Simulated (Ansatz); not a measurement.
# BH₂ (doublet): correlated methods under varied settings at scale of all distances = 1.000

Aim: run BH₂ (doublet) at one geometry under a spread of methods and options, and see what each costs and gives.

Method: the settings change from run to run; program: Ansatz 0.2.0, Gaussian basis.

11 further runs of the same task are left out: 7 that didn't finish, 4 set aside as unsound or not needed.

### Step 1. The geometry

The geometry derives from a PBE0/def2-TZVP stationary point (not a proven minimum). All distances are scaled together.

3 atoms, charge 0, spin multiplicity 2.

Atoms are counted from 1 here; the program's logs count them from 0.

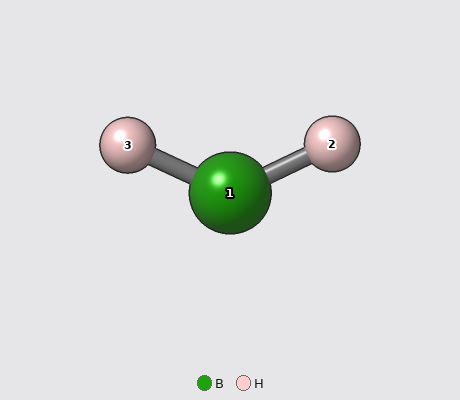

The geometry (boron green, hydrogen pink); atoms are numbered from 1 in the order of the file.

### Step 2. MP2 on UHF/def2-mTZVP

Contents of in.yaml:

```yaml
crystal:
  periodic: [false, false, false]
  atoms:
    - {symbol: B, position_ang: [0.000000, -0.080006, 0.000000]}
    - {symbol: H, position_ang: [0.000000, 0.429067, -1.077008]}
    - {symbol: H, position_ang: [0.000000, 0.429067, 1.077008]}
basis:
  gaussian: {orbitals: def2-mTZVP}
magnetization: {spin_polarized: true, initial_magnetization: 1}
correlation: {method: mp2, electrons: all}
scf: {lower_state_search: full}
```

The run is started by

```sh
$ ansatz run in.yaml --threads 1 --pin off --events-out ev --progress --plain --max-ram 2393MiB
```

Output:

```text
Functional definition: HF
  name "HF"
  cite "Fock, Z. Phys. 61, 126 (1930) doi:10.1007/BF01340294"
  parent pbe
  exchange = exact_x
  correlation = 0
247 factors; integrals over basis functions are off by at most 1.0e-3 eV
mean field evaluation 1: about -700.1661 eV, gradient 7.3e0 eV
mean field evaluation 2: about -700.1650 eV, gradient 7.3e0 eV
mean field evaluation 4: about -700.8434 eV, gradient 6.6e-1 eV
mean field evaluation 8: about -700.8530 eV, gradient 1.6e-3 eV
mean field evaluation 16: about -700.8477 eV, gradient 6.7e-1 eV
mean field evaluation 32: about -700.7901 eV, gradient 1.7e0 eV
mean field -700.85301634 eV, -25.7558732953 hartree, gradient 1.9e-6 eV, S^2 0.752325; 4 other end points of the search recorded, 0 dependent functions left out
reference -700.85301634 eV, -25.7558732953 hartree; 4, 3 occupied and 21, 22 virtual orbitals, 247 factors
second order -1.92497794 eV of doubles, -0.00000000 eV of singles
Total energy: -702.77799428 eV, -25.8266149297 hartree
```

Wall time 0.12 s (1 thread of Intel Xeon Platinum 8375C at 2.90GHz, shared host).

From the report: ⟨S²⟩ of the determinant 0.752 (pure doublet: 0.75).

### Step 3. CASSCF(5,5)/aug-cc-pVDZ

Contents of in.yaml:

```yaml
crystal:
  periodic: [false, false, false]
  atoms:
    - {symbol: B, position_ang: [0.000000, -0.080006, 0.000000]}
    - {symbol: H, position_ang: [0.000000, 0.429067, -1.077008]}
    - {symbol: H, position_ang: [0.000000, 0.429067, 1.077008]}
basis:
  gaussian: {orbitals: aug-cc-pVDZ}
magnetization: {spin_polarized: false, initial_magnetization: 1}
hamiltonian: {pseudopotentials: {relativity: scalar}}
correlation: {active_space: {window: {electrons: 5, orbitals: 5}}}
scf: {lower_state_search: light}
```

Launched as before.

Output:

```text
Functional definition: HF
  name "HF"
  cite "Fock, Z. Phys. 61, 126 (1930) doi:10.1007/BF01340294"
  parent pbe
  exchange = exact_x
  correlation = 0
396 factors; integrals over basis functions are off by at most 8.0e-4 eV
mean field evaluation 1: about -700.2340 eV, gradient 8.5e0 eV
mean field evaluation 2: about -700.2330 eV, gradient 8.5e0 eV
mean field evaluation 4: about -700.9258 eV, gradient 5.1e-1 eV
mean field evaluation 8: about -700.9317 eV, gradient 1.4e-3 eV
mean field evaluation 16: about -699.5283 eV, gradient 2.1e-5 eV
mean field evaluation 32: about -699.5134 eV, gradient 1.7e0 eV
mean field -700.93166732 eV, -25.7587636656 hartree, gradient 1.1e-6 eV, S^2 0.750000; 5 other end points of the search recorded, 0 dependent functions left out
reference -700.93166732 eV, -25.7587636656 hartree; 4, 3 occupied and 37, 38 virtual orbitals, 396 factors
state -701.71267967 eV, -25.7874653398 hartree
Total energy: -701.71267967 eV, -25.7874653398 hartree
Relativity: scalar
```

Wall time 0.6 s (1 thread of Intel Xeon Platinum 8375C at 2.90GHz, shared host).

From the report: 100 determinants; active occupations 1.99, 1.98, 1.00, 0.02, 0.02.

### Step 4. CASSCF(3,8)/aug-cc-pVDZ

in.yaml: that of step 3 with these lines changed.

```diff
@@ -9,4 +9,3 @@
 magnetization: {spin_polarized: false, initial_magnetization: 1}
-hamiltonian: {pseudopotentials: {relativity: scalar}}
-correlation: {active_space: {window: {electrons: 5, orbitals: 5}}}
+correlation: {active_space: {window: {electrons: 3, orbitals: 8}}}
 scf: {lower_state_search: light}
```

Launched as before.

Output:

```text
Functional definition: HF
  name "HF"
  cite "Fock, Z. Phys. 61, 126 (1930) doi:10.1007/BF01340294"
  parent pbe
  exchange = exact_x
  correlation = 0
396 factors; integrals over basis functions are off by at most 8.0e-4 eV
mean field evaluation 1: about -700.0590 eV, gradient 8.5e0 eV
mean field evaluation 2: about -700.0581 eV, gradient 8.5e0 eV
mean field evaluation 4: about -700.7513 eV, gradient 5.1e-1 eV
mean field evaluation 8: about -700.7571 eV, gradient 1.4e-3 eV
mean field evaluation 16: about -699.3541 eV, gradient 2.1e-5 eV
mean field evaluation 32: about -699.3391 eV, gradient 1.7e0 eV
mean field -700.75708564 eV, -25.7523479071 hartree, gradient 1.1e-6 eV, S^2 0.750000; 5 other end points of the search recorded, 0 dependent functions left out
reference -700.75708564 eV, -25.7523479071 hartree; 4, 3 occupied and 37, 38 virtual orbitals, 396 factors
state -701.80266263 eV, -25.7907721526 hartree
Total energy: -701.80266263 eV, -25.7907721526 hartree
```

Wall time 1.7 s (1 thread of Intel Xeon Platinum 8375C at 2.90GHz, shared host).

From the report: 224 determinants; active occupations 1.96, 1.00, 0.01, 0.01, 0.01, 0.01, 0.00, 0.00.

### Step 5. CCSDT(Q) on ROHF/def2-SVP

in.yaml: that of step 4 with these lines changed.

```diff
@@ -7,5 +7,5 @@
 basis:
-  gaussian: {orbitals: aug-cc-pVDZ}
+  gaussian: {orbitals: def2-SVP}
 magnetization: {spin_polarized: false, initial_magnetization: 1}
-correlation: {active_space: {window: {electrons: 3, orbitals: 8}}}
-scf: {lower_state_search: light}
+correlation: {method: ccsdt_q, electrons: outside_noble_gas}
+accuracy: high
```

The command is unchanged.

Output, cut to the lines that bear on the results:

```text
Functional definition: HF
  name "HF"
  cite "Fock, Z. Phys. 61, 126 (1930) doi:10.1007/BF01340294"
  parent pbe
[...]
475 factors; integrals over basis functions are off by at most 2.6e-9 eV
[...]
mean field -700.14555941 eV, -25.7298747327 hartree, gradient 2.9e-8 eV, S^2 0.750000; 3 other end points of the search recorded, 0 dependent functions left out
determinant -700.14555941 eV, -25.7298747327 hartree, with singles and doubles -702.49772014 eV, -25.8163150452 hartree
determinant -698.75479241 eV, -25.6787649879 hartree, with singles and doubles -701.30168288 eV, -25.7723614863 hartree
1 core orbitals not correlated: weight in the atoms' cores, before any rotation towards them, 1.000 or more for the frozen orbitals, at most 0.000 for the correlated occupied ones
reference -700.14555941 eV, -25.7298747327 hartree; 3, 2 occupied and 20, 21 virtual orbitals, 475 factors
second order -1.81689209 eV of doubles, -0.02077744 eV of singles
cycle   1  -2.21645659 eV  change   -3.8e-1 eV  update   4.2e-2
[...]
cycle  20  -2.39421120 eV  change  -3.3e-10 eV  update  2.0e-10
perturbative correction -0.00041387 eV, -0.0000152096 hartree
Total energy: -702.54018448 eV, -25.8178755809 hartree
```

Run time: 2.3 s. Hardware: 1 thread of Intel Xeon Platinum 8375C at 2.90GHz, shared host.

From the report: correlation -2.3946 eV; T1 0.012; largest double amplitude 0.05.

### Step 6. BCCD(T) on ROHF/aug-cc-pVDZ

in.yaml: that of step 5 with these lines changed.

```diff
@@ -7,5 +7,4 @@
 basis:
-  gaussian: {orbitals: def2-SVP}
+  gaussian: {orbitals: aug-cc-pVDZ}
 magnetization: {spin_polarized: false, initial_magnetization: 1}
-correlation: {method: ccsdt_q, electrons: outside_noble_gas}
-accuracy: high
+correlation: {method: bccd_t, electrons: valence}
```

Same command.

Output, cut to the lines that bear on the results:

```text
Functional definition: HF
  name "HF"
  cite "Fock, Z. Phys. 61, 126 (1930) doi:10.1007/BF01340294"
  parent pbe
[...]
396 factors; integrals over basis functions are off by at most 8.0e-4 eV
[...]
mean field -700.75708564 eV, -25.7523479071 hartree, gradient 1.1e-6 eV, S^2 0.750000; 5 other end points of the search recorded, 0 dependent functions left out
[...]
determinant -700.75708564 eV, -25.7523479071 hartree, with singles and doubles -703.21981667 eV, -25.8428516029 hartree
determinant -699.35407131 eV, -25.7007880815 hartree, with singles and doubles -702.03776877 eV, -25.7994121439 hartree
1 core orbitals not correlated: weight in the atoms' cores, before any rotation towards them, 1.000 or more for the frozen orbitals, at most 0.000 for the correlated occupied ones
reference -700.75708564 eV, -25.7523479071 hartree; 3, 2 occupied and 37, 38 virtual orbitals, 396 factors
second order -1.87947899 eV of doubles, -0.02324723 eV of singles
cycle   1  -2.44732019 eV  change   -1.2e-1 eV  update   1.5e-2
[...]
cycle   8  -2.45312429 eV  change   -2.4e-6 eV  update   6.2e-6
perturbative correction -0.03810236 eV, -0.0014002358 hartree
Total energy: -703.24831229 eV, -25.8438987977 hartree
```

Wall time 1.2 s (1 thread of Intel Xeon Platinum 8375C at 2.90GHz, shared host).

From the report: correlation -2.4912 eV; largest double amplitude 0.03.

### Step 7. CCSD on UHF/cc-pVTZ-DK

Contents of in.yaml:

```yaml
crystal:
  periodic: [false, false, false]
  atoms:
    - {symbol: B, position_ang: [0.000000, -0.080006, 0.000000]}
    - {symbol: H, position_ang: [0.000000, 0.429067, -1.077008]}
    - {symbol: H, position_ang: [0.000000, 0.429067, 1.077008]}
basis:
  gaussian: {orbitals: cc-pVTZ-DK, point_charges: [{charge: -0.50, position_ang: [3.594, -0.239, -0.185]}]}
magnetization: {spin_polarized: true, initial_magnetization: 1}
correlation: {method: ccsd, electrons: valence}
accuracy: high
```

The command is unchanged.

Output, cut to the lines that bear on the results:

```text
Functional definition: HF
  name "HF"
  cite "Fock, Z. Phys. 61, 126 (1930) doi:10.1007/BF01340294"
  parent pbe
[...]
873 factors; integrals over basis functions are off by at most 2.7e-9 eV
[...]
mean field -701.25168928 eV, -25.7705242558 hartree, gradient 2.3e-8 eV, S^2 0.753771; 3 other end points of the search recorded, 0 dependent functions left out
determinant -701.25168928 eV, -25.7705242558 hartree, with singles and doubles -704.06586682 eV, -25.8739433726 hartree
determinant -699.77848340 eV, -25.7163849381 hartree, with singles and doubles -702.74053476 eV, -25.8252383179 hartree
1 core orbitals not correlated: weight in the atoms' cores, before any rotation towards them, 1.000 or more for the frozen orbitals, at most 0.000 for the correlated occupied ones
reference -701.25168928 eV, -25.7705242558 hartree; 3, 2 occupied and 54, 55 virtual orbitals, 873 factors
second order -2.23969809 eV of doubles, -0.00000000 eV of singles
cycle   1  -2.73259527 eV  change   -2.3e-1 eV  update   1.4e-2
[...]
cycle  22  -2.73979029 eV  change   4.7e-11 eV  update  3.9e-10
Total energy: -703.99147957 eV, -25.8712096918 hartree
Relativity: scalar
```

Run time: 2.4 s. Hardware: 1 thread of Intel Xeon Platinum 8375C at 2.90GHz, shared host; peak memory 0.32 GiB.

From the report: ⟨S²⟩ of the determinant 0.754 (pure doublet: 0.75); correlation -2.7398 eV; T1 0.010; largest double amplitude 0.04.

### Step 8. CCSD on ROHF/aug-cc-pVDZ

Contents of in.yaml:

```yaml
crystal:
  periodic: [false, false, false]
  atoms:
    - {symbol: B, position_ang: [0.000000, -0.080006, 0.000000]}
    - {symbol: H, position_ang: [0.000000, 0.429067, -1.077008]}
    - {symbol: H, position_ang: [0.000000, 0.429067, 1.077008]}
basis:
  gaussian: {orbitals: aug-cc-pVDZ}
magnetization: {spin_polarized: false, initial_magnetization: 1}
correlation: {method: ccsd, electrons: valence}
scf: {lower_state_search: full}
```

Launched as before.

Output, cut to the lines that bear on the results:

```text
Functional definition: HF
  name "HF"
  cite "Fock, Z. Phys. 61, 126 (1930) doi:10.1007/BF01340294"
  parent pbe
[...]
396 factors; integrals over basis functions are off by at most 8.0e-4 eV
[...]
mean field -700.75708564 eV, -25.7523479071 hartree, gradient 1.1e-6 eV, S^2 0.750000; 8 other end points of the search recorded, 0 dependent functions left out
[...]
determinant -700.75708564 eV, -25.7523479071 hartree, with singles and doubles -703.21981667 eV, -25.8428516029 hartree
determinant -699.35407131 eV, -25.7007880815 hartree, with singles and doubles -702.03776877 eV, -25.7994121439 hartree
1 core orbitals not correlated: weight in the atoms' cores, before any rotation towards them, 1.000 or more for the frozen orbitals, at most 0.000 for the correlated occupied ones
reference -700.75708564 eV, -25.7523479071 hartree; 3, 2 occupied and 37, 38 virtual orbitals, 396 factors
second order -1.87947899 eV of doubles, -0.02324723 eV of singles
cycle   1  -2.44535987 eV  change   -1.2e-1 eV  update   1.5e-2
[...]
cycle   8  -2.45364101 eV  change   -2.9e-6 eV  update   6.0e-6
Total energy: -703.21072665 eV, -25.8425175510 hartree
```

Run time: 0.87 s. Hardware: 1 thread of Intel Xeon Platinum 8375C at 2.90GHz, shared host.

From the report: correlation -2.4536 eV; T1 0.015; largest double amplitude 0.03.

### Step 9. CISDT/def2-SVPD

in.yaml: that of step 8 with these lines changed.

```diff
@@ -7,5 +7,5 @@
 basis:
-  gaussian: {orbitals: aug-cc-pVDZ}
+  gaussian: {orbitals: def2-SVPD}
 magnetization: {spin_polarized: false, initial_magnetization: 1}
-correlation: {method: ccsd, electrons: valence}
-scf: {lower_state_search: full}
+correlation: {active_space: {ras: {orbitals: [2, 1, 32], electrons: 5, max_holes: 3, max_particles: 3}, fixed_orbitals: true}}
+accuracy: high
```

Same command.

Output:

```text
Functional definition: HF
  name "HF"
  cite "Fock, Z. Phys. 61, 126 (1930) doi:10.1007/BF01340294"
  parent pbe
  exchange = exact_x
  correlation = 0
686 factors; integrals over basis functions are off by at most 2.2e-9 eV
mean field evaluation 1: about -699.4685 eV, gradient 8.8e0 eV
mean field evaluation 2: about -699.4686 eV, gradient 8.8e0 eV
mean field evaluation 4: about -700.1566 eV, gradient 4.0e-1 eV
mean field evaluation 8: about -700.1591 eV, gradient 2.3e-4 eV
mean field evaluation 16: about -699.4417 eV, gradient 3.2e0 eV
mean field -700.15912673 eV, -25.7303733225 hartree, gradient 7.1e-9 eV, S^2 0.750000; 2 other end points of the search recorded, 0 dependent functions left out
reference -700.15912673 eV, -25.7303733225 hartree; 4, 3 occupied and 32, 33 virtual orbitals, 686 factors
state -702.61177307 eV, -25.8205064130 hartree
Total energy: -702.61177307 eV, -25.8205064130 hartree
```

Wall time 1.4 s (1 thread of Intel Xeon Platinum 8375C at 2.90GHz, shared host).

From the report: 53,455 determinants.

### Step 10. CCSDT(Q)/6-31G*

Contents of in.yaml:

```yaml
crystal:
  periodic: [false, false, false]
  atoms:
    - {symbol: B, position_ang: [0.000000, -0.080006, 0.000000]}
    - {symbol: H, position_ang: [0.000000, 0.429067, -1.077008]}
    - {symbol: H, position_ang: [0.000000, 0.429067, 1.077008]}
basis:
  gaussian: {orbitals: "6-31G*"}
magnetization: {spin_polarized: false, initial_magnetization: 1}
hamiltonian: {xc: {name: PBE}}
correlation: {method: ccsdt_q, electrons: valence}
scf: {omitted_lower_state_checks: [cluster_reference]}
```

Launched as before.

Output, cut to the lines that bear on the results:

```text
Functional definition: PBE
  name "PBE"
  cite "Perdew, Burke & Ernzerhof, Phys. Rev. Lett. 77, 3865 (1996) doi:10.1103/PhysRevLett.77.3865"
  parent pbe
[...]
330 factors; integrals over basis functions are off by at most 1.6e-7 eV
[...]
mean field -703.99585018 eV, -25.8713703084 hartree, gradient 1.6e-6 eV, S^2 0.750000; 6 other end points of the search recorded, 0 dependent functions left out
1 core orbitals not correlated: weight in the atoms' cores, before any rotation towards them, 1.000 or more for the frozen orbitals, at most 0.000 for the correlated occupied ones
reference -700.53513434 eV, -25.7441913471 hartree; 3, 2 occupied and 15, 16 virtual orbitals, 330 factors
second order -1.54904250 eV of doubles, -0.07949037 eV of singles
cycle   1  -1.92225595 eV  change   -3.0e-1 eV  update   3.9e-2
[...]
cycle  12  -2.07518835 eV  change    1.6e-7 eV  update   2.2e-7
perturbative correction -0.00021339 eV, -0.0000078418 hartree
Total energy: -702.61053608 eV, -25.8204609543 hartree
Checks for a lower state left out: cluster_reference
```

Run time: 1.9 s. Hardware: 1 thread of Intel Xeon Platinum 8375C at 2.90GHz, shared host.

From the report: correlation -2.0754 eV; T1 0.013; largest double amplitude 0.06. The orbitals are Kohn-Sham ones, so correlation energy and T1 don't compare with those on Hartree-Fock orbitals.

### Step 11. All runs side by side

Where basis and cores are those of an earlier FCI/aug-cc-pVDZ run (-703.2604 eV), and the state is the same kind, the miss against it is given.

```csv
level,correlated,functions,energy (eV),from FCI (meV),time
MP2 on UHF/def2-mTZVP,all,25,-702.7780,,0.12 s
"CASSCF(5,5)/aug-cc-pVDZ (relativity set)",,41,-701.7127,,0.6 s
"CASSCF(3,8)/aug-cc-pVDZ",,41,-701.8027,1457.7,1.7 s
CCSDT(Q) on ROHF/def2-SVP,outside noble gas,24,-702.5402,,2.3 s
BCCD(T) on ROHF/aug-cc-pVDZ,valence,41,-703.2483,12.1,1.2 s
CCSD on UHF/cc-pVTZ-DK (beside a point charge),valence,58,-703.9915,,2.4 s
CCSD on ROHF/aug-cc-pVDZ,valence,41,-703.2107,49.7,0.87 s
CISDT/def2-SVPD,valence,36,-702.6118,,1.4 s
CCSDT(Q)/6-31G* (on PBE orbitals),valence,19,-702.6105,,1.9 s
```

### Step 12. Outcome

```
quantity                                                  value
    runs                                                      9
quickest                          MP2 on UHF/def2-mTZVP, 0.12 s
 slowest  CCSD on UHF/cc-pVTZ-DK (beside a point charge), 2.4 s
```

Total energies in different bases, with other cores or another treatment of relativity can't be set against each other. CCSD on UHF/cc-pVTZ-DK (beside a point charge) took 20 times as long as MP2 on UHF/def2-mTZVP; the jobs differ in more than the method. Among the correlated runs with a miss given, it spans +12 to +50 meV. Hartree-Fock, CASSCF and CASCI lack dynamic correlation by design.
